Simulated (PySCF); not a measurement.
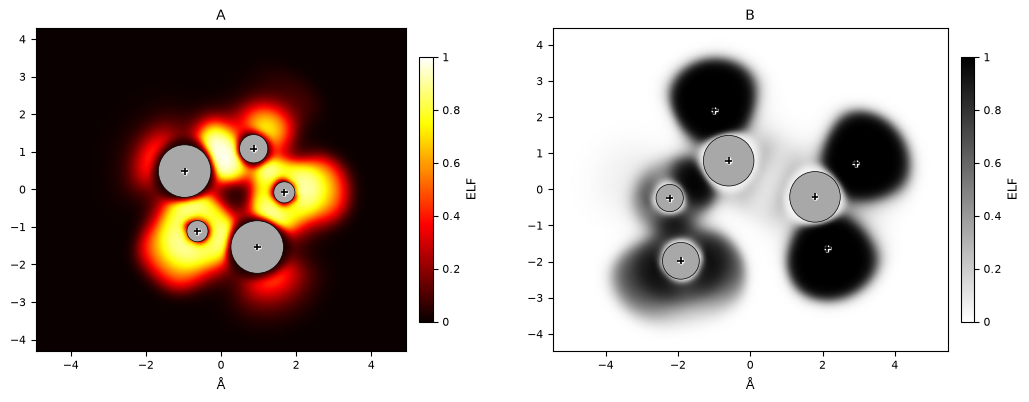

The ELF of 2 systems, each on a plane through atoms (crosses mark nuclei in the plane; grey discs cover the cores).

Theory: CAM-B3LYP/def2-SVPD, SCF density, gas phase in PySCF.

System 1: C₃H₁₀O₂Si₂, the plane of atoms Si2, C4 and O5. Geometry: GFN2-xTB.

```tsv
atom	x (Å)	y (Å)	z (Å)
C	-0.5073	1.3897	1.5622
Si	-0.3585	0.1866	0.1044
C	-2.0362	-0.3096	-0.6262
C	0.7710	-1.3313	0.4946
O	1.9001	-1.2436	-0.3601
Si	1.9949	0.0043	-1.3956
O	0.6045	0.8181	-1.0583
H	0.4626	1.6968	1.9415
H	-1.0625	0.9394	2.3785
H	-1.0403	2.2845	1.2571
H	-1.9321	-0.9645	-1.4861
H	-2.6442	-0.8184	0.1146
H	-2.5807	0.5725	-0.9477
H	1.1370	-1.3489	1.5247
H	0.2876	-2.2937	0.3064
H	1.8988	-0.4533	-2.7710
H	3.0982	0.8833	-1.0490
```

System 2: CH₅Cl₃N₂Si₂ (SMILES ClC(Cl)(Cl)[SiH]1N[SiH2]N1), the plane of atoms Cl3, C2 and Si5. Geometry: GFN2-xTB.

```xyz
13

Cl    2.9453   -0.8796   -1.1683
C     2.0137    0.1462   -0.0601
Cl    2.0801   -0.5574    1.5558
Cl    2.7726    1.7485   -0.0177
Si    0.2034    0.3148   -0.7096
N    -0.8675    1.0161    0.4484
Si   -1.9163   -0.3764    0.6085
N    -0.7402   -1.1091   -0.4615
H     0.2956    0.8921   -2.0424
H    -0.9332    1.9464    0.8139
H    -3.2092   -0.1807   -0.0333
H    -1.9422   -0.9495    1.9454
H    -0.7063   -2.0108   -0.8969
```

> Match each panel to its system.

Panel A is system 1, C₃H₁₀O₂Si₂: the plane holds Si, C and O. C–O (1.42 Å): the ELF peaks at about 0.90 between the atoms, as expected for a polar covalent bond. Panel B is system 2, CH₅Cl₃N₂Si₂: the plane holds C, Cl, Si and H. C–Cl (1.76 Å): the ELF peaks at about 0.90 between the atoms; a shared electron pair.
